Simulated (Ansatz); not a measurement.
**AlAsH (doublet): correlated methods under varied settings**

What do other methods and options give for AlAsH (doublet) at this geometry, and how long do they take?

Program: Ansatz 0.2.0, Gaussian basis. Level of theory: the settings change from run to run. These are calculated values, not measurements.

25 further runs of the same task are left out: 4 for a known fault of the program, 1 for a mislabelled method, 11 that didn't finish, 9 set aside as unsound or not needed.

**1. The geometry**

The geometry is a PBE0/def2-TZVP stationary point (not a proven minimum). No spin-orbit coupling is included. The filled d shell of As may be among the frozen orbitals whatever the setting's name suggests; the logs give the count.

3 atoms, charge 0, spin multiplicity 2.

Atoms are counted from 1 here; the program's logs count them from 0.

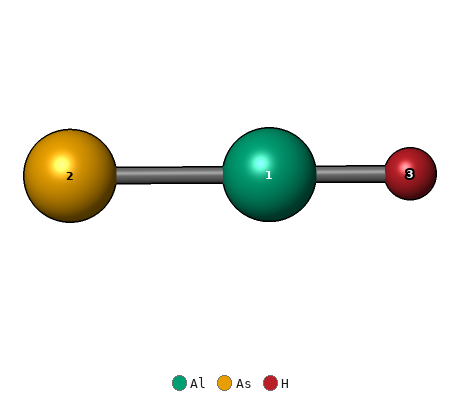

The structure; aluminium teal, arsenic amber, hydrogen red; atoms are numbered from 1 in the order of the file.

**2. HF/cc-pVDZ**

File in.yaml:

```yaml
crystal:
  periodic: [false, false, false]
  atoms:
    - {symbol: Al, position_ang: [0.000000, 0.000000, -0.218333]}
    - {symbol: As, position_ang: [0.000000, 0.000000, 2.020067]}
    - {symbol: H, position_ang: [0.000000, 0.000000, -1.801733]}
basis:
  gaussian: {orbitals: cc-pVDZ, fitting: {mean_field: def2-universal-jkfit}}
magnetization: {spin_polarized: true, initial_magnetization: 1}
hamiltonian: {xc: hf}
output: {orbitals: {seedname: orbitals}}
```

Command:

```
ansatz run in.yaml --threads 1 --pin off --events-out ev --progress --plain --max-ram 2393MiB
```

Log:

```text
Functional definition: HF
  name "HF"
  cite "Fock, Z. Phys. 61, 126 (1930) doi:10.1007/BF01340294"
  parent pbe
  exchange = exact_x
  correlation = 0
412 factors; integrals over basis functions are off by at most 3.8e-1 eV
mean field evaluation 1: about -67391.8784 eV, gradient 8.3e0 eV
mean field evaluation 2: about -67392.5452 eV, gradient 3.9e0 eV
mean field evaluation 4: about -67392.7072 eV, gradient 3.0e-1 eV
mean field evaluation 8: about -67392.7186 eV, gradient 8.5e-6 eV
mean field evaluation 16: about -67392.7156 eV, gradient 1.2e-1 eV
mean field evaluation 32: about -67392.6954 eV, gradient 2.7e-1 eV
mean field evaluation 64: about -67392.7102 eV, gradient 1.6e-1 eV
mean field evaluation 96: about -67389.1102 eV, gradient 6.6e0 eV
mean field -67392.71862490 eV, -2476.6367290398 hartree, gradient 8.5e-6 eV, S^2 0.812172; 4 other end points of the search recorded, 0 dependent functions left out
reference -67392.71862490 eV, -2476.6367290398 hartree; 24, 23 occupied and 26, 27 virtual orbitals, 412 factors
Total energy: -67392.71862490 eV, -2476.6367290398 hartree
```

Run time: 4 s. Hardware: 1 thread of Intel Xeon Platinum 8488C, shared host.

From the report: ⟨S²⟩ of the determinant 0.812 (pure doublet: 0.75).

**3. CASSCF(5,5)/cc-pVDZ**

File in.yaml:

```yaml
crystal:
  periodic: [false, false, false]
  atoms:
    - {symbol: Al, position_ang: [0.000000, 0.000000, -0.218333]}
    - {symbol: As, position_ang: [0.000000, 0.000000, 2.020067]}
    - {symbol: H, position_ang: [0.000000, 0.000000, -1.801733]}
basis:
  gaussian: {orbitals: cc-pVDZ}
magnetization: {spin_polarized: false, initial_magnetization: 1}
correlation: {active_space: {window: {electrons: 5, orbitals: 5}}}
```

The command is unchanged.

Log:

```text
Functional definition: HF
  name "HF"
  cite "Fock, Z. Phys. 61, 126 (1930) doi:10.1007/BF01340294"
  parent pbe
  exchange = exact_x
  correlation = 0
553 factors; integrals over basis functions are off by at most 1.0e-3 eV
mean field evaluation 1: about -67391.8941 eV, gradient 1.1e1 eV
mean field evaluation 2: about -67391.8958 eV, gradient 1.1e1 eV
mean field evaluation 4: about -67392.6074 eV, gradient 1.6e0 eV
mean field evaluation 8: about -67392.6342 eV, gradient 2.5e-3 eV
mean field evaluation 16: about -67392.6342 eV, gradient 2.4e-6 eV
mean field -67392.63424268 eV, -2476.6336280505 hartree, gradient 4.2e-6 eV, S^2 0.750000; 3 other end points of the search recorded, 0 dependent functions left out
reference -67392.63424268 eV, -2476.6336280505 hartree; 24, 23 occupied and 26, 27 virtual orbitals, 553 factors
state -67393.52999908 eV, -2476.6665464908 hartree
Total energy: -67393.52999908 eV, -2476.6665464908 hartree
```

Wall time 5.5 s (1 thread of Intel Xeon Platinum 8488C, shared host).

From the report: 100 determinants; active occupations 1.96, 1.94, 1.00, 0.06, 0.04.

**4. MP2 on ROHF/def2-SVPD**

in.yaml: that of step 3 with these lines changed.

```diff
@@ -7,4 +7,5 @@
 basis:
-  gaussian: {orbitals: cc-pVDZ}
+  gaussian: {orbitals: def2-SVPD, point_charges: [{charge: 0.50, position_ang: [3.690, 0.771, 0.194]}]}
 magnetization: {spin_polarized: false, initial_magnetization: 1}
-correlation: {active_space: {window: {electrons: 5, orbitals: 5}}}
+correlation: {method: mp2, electrons: outside_noble_gas}
+output: {forces: true}
```

Same command.

Log (excerpt; [...] marks lines left out):

```text
Functional definition: HF
  name "HF"
  cite "Fock, Z. Phys. 61, 126 (1930) doi:10.1007/BF01340294"
  parent pbe
[...]
650 factors; integrals over basis functions are off by at most 9.5e-4 eV
[...]
mean field -67383.90640346 eV, -2476.3128858749 hartree, gradient 1.6e-6 eV, S^2 0.750000; 4 other end points of the search recorded, 0 dependent functions left out
[...]
19 core orbitals not correlated: weight in the atoms' cores, before any rotation towards them, 1.000 or more for the frozen orbitals, at most 0.000 for the correlated occupied ones
reference -67383.90640346 eV, -2476.3128858749 hartree; 5, 4 occupied and 46, 47 virtual orbitals, 650 factors
second order -4.03988848 eV of doubles, -0.04947810 eV of singles
[...]
Total energy: -67387.99577004 eV, -2476.4631673249 hartree
Atom 0 at     0.000000     0.000000    -0.218333 Å, force    -0.119472    -0.024963    -0.608750 eV/Å
Atom 1 at     0.000000     0.000000     2.020067 Å, force     0.226696     0.047367     0.356907 eV/Å
Atom 2 at     0.000000     0.000000    -1.801733 Å, force     0.009640     0.002014     0.131521 eV/Å
Dipole moment:    -0.326464    -0.068212    -0.430875 e Å
```

Run time: 7.5 s. Hardware: 1 thread of Intel Xeon Platinum 8488C, shared host.

**5. CCSDT on ROHF/def2-mTZVP**

File in.yaml:

```yaml
crystal:
  periodic: [false, false, false]
  atoms:
    - {symbol: Al, position_ang: [0.000000, 0.000000, -0.218333]}
    - {symbol: As, position_ang: [0.000000, 0.000000, 2.020067]}
    - {symbol: H, position_ang: [0.000000, 0.000000, -1.801733]}
basis:
  gaussian: {orbitals: def2-mTZVP}
magnetization: {spin_polarized: false, initial_magnetization: 1}
correlation: {method: ccsdt, electrons: outside_noble_gas}
```

Launched as before.

Log (excerpt; [...] marks lines left out):

```text
Functional definition: HF
  name "HF"
  cite "Fock, Z. Phys. 61, 126 (1930) doi:10.1007/BF01340294"
  parent pbe
[...]
851 factors; integrals over basis functions are off by at most 1.5e-7 eV
[...]
mean field -67393.26388128 eV, -2476.6567668420 hartree, gradient 1.6e-6 eV, S^2 0.750000; 5 other end points of the search recorded, 0 dependent functions left out
[...]
determinant -67393.26388128 eV, -2476.6567668420 hartree, with singles and doubles -67397.58243858 eV, -2476.8154708958 hartree
determinant -67391.07052278 eV, -2476.5761624039 hartree, with singles and doubles -67395.69483761 eV, -2476.7461028394 hartree
19 core orbitals not correlated: weight in the atoms' cores, before any rotation towards them, 1.000 or more for the frozen orbitals, at most 0.000 for the correlated occupied ones
reference -67393.26388128 eV, -2476.6567668420 hartree; 5, 4 occupied and 37, 38 virtual orbitals, 851 factors
second order -3.61238036 eV of doubles, -0.04386213 eV of singles
cycle   1  -4.06596981 eV  change   -4.1e-1 eV  update   9.3e-2
[...]
cycle  19  -4.54619402 eV  change   -2.1e-7 eV  update   7.1e-7
Total energy: -67397.81007530 eV, -2476.8238363909 hartree
```

It took 14 s on 1 thread of Intel Xeon Platinum 8488C, shared host.

From the report: correlation -4.5462 eV; T1 0.030; largest double amplitude 0.12.

**6. BCCD on ROHF/cc-pVDZ**

in.yaml: that of step 5 with these lines changed.

```diff
@@ -7,4 +7,6 @@
 basis:
-  gaussian: {orbitals: def2-mTZVP}
+  gaussian: {orbitals: cc-pVDZ}
 magnetization: {spin_polarized: false, initial_magnetization: 1}
-correlation: {method: ccsdt, electrons: outside_noble_gas}
+correlation: {method: bccd, electrons: valence}
+accuracy: high
+output: {forces: true}
```

Launched as before.

Log (excerpt; [...] marks lines left out):

```text
Functional definition: HF
  name "HF"
  cite "Fock, Z. Phys. 61, 126 (1930) doi:10.1007/BF01340294"
  parent pbe
[...]
952 factors; integrals over basis functions are off by at most 4.5e-9 eV
[...]
mean field -67392.63428373 eV, -2476.6336295590 hartree, gradient 1.5e-8 eV, S^2 0.750000; 4 other end points of the search recorded, 0 dependent functions left out
[...]
determinant -67392.63428373 eV, -2476.6336295590 hartree, with singles and doubles -67397.65620624 eV, -2476.8181818070 hartree
determinant -67390.44288702 eV, -2476.5530972153 hartree, with singles and doubles -67395.75737636 eV, -2476.7484010960 hartree
14 core orbitals not correlated: weight in the atoms' cores, before any rotation towards them, 1.000 or more for the frozen orbitals, at most 0.000 for the correlated occupied ones
reference -67392.63428373 eV, -2476.6336295590 hartree; 10, 9 occupied and 26, 27 virtual orbitals, 952 factors
second order -4.28958730 eV of doubles, -0.04714320 eV of singles
cycle   1  -5.00880205 eV  change    1.3e-2 eV  update   2.0e-2
[...]
cycle  25  -5.00768059 eV  change  -2.1e-10 eV  update   1.3e-9
[...]
Total energy: -67397.64196433 eV, -2476.8176584264 hartree
Atom 0 at     0.000000     0.000000    -0.218333 Å, force     0.000000     0.000000    -0.475299 eV/Å
Atom 1 at     0.000000     0.000000     2.020067 Å, force    -0.000000    -0.000000     0.489438 eV/Å
Atom 2 at     0.000000     0.000000    -1.801733 Å, force    -0.000000    -0.000000    -0.014139 eV/Å
Dipole moment:    -0.000000     0.000000    -0.460232 e Å
```

Run time: 21 s. Hardware: 1 thread of Intel Xeon Platinum 8488C, shared host; peak memory 0.29 GiB.

From the report: correlation -5.0077 eV; largest double amplitude 0.09.

**7. All runs side by side**

Where basis and cores are those of an earlier UCCSDT(Q)/cc-pVDZ run (-67397.4728 eV), and the state is the same kind, the miss against it is given.

```csv
level,correlated,functions,energy (eV),from UCCSDT(Q) (meV),time
HF/cc-pVDZ,,50,-67392.7186,4754.2,4 s
"CASSCF(5,5)/cc-pVDZ",,50,-67393.5300,3942.8,5.5 s
MP2 on ROHF/def2-SVPD (beside a point charge),outside noble gas,70,-67387.9958,,7.5 s
CCSDT on ROHF/def2-mTZVP,outside noble gas,61,-67397.8101,,14 s
BCCD on ROHF/cc-pVDZ,valence,50,-67397.6420,,21 s
```

**8. What came out**

```
quantity                       value
    runs                           5
quickest             HF/cc-pVDZ, 4 s
 slowest  BCCD on ROHF/cc-pVDZ, 21 s
```

In words: Total energies in different bases, with other cores or another treatment of relativity can't be set against each other. BCCD on ROHF/cc-pVDZ took 5 times as long as HF/cc-pVDZ; the jobs differ in more than the method. Hartree-Fock, CASSCF and CASCI lack dynamic correlation by design.
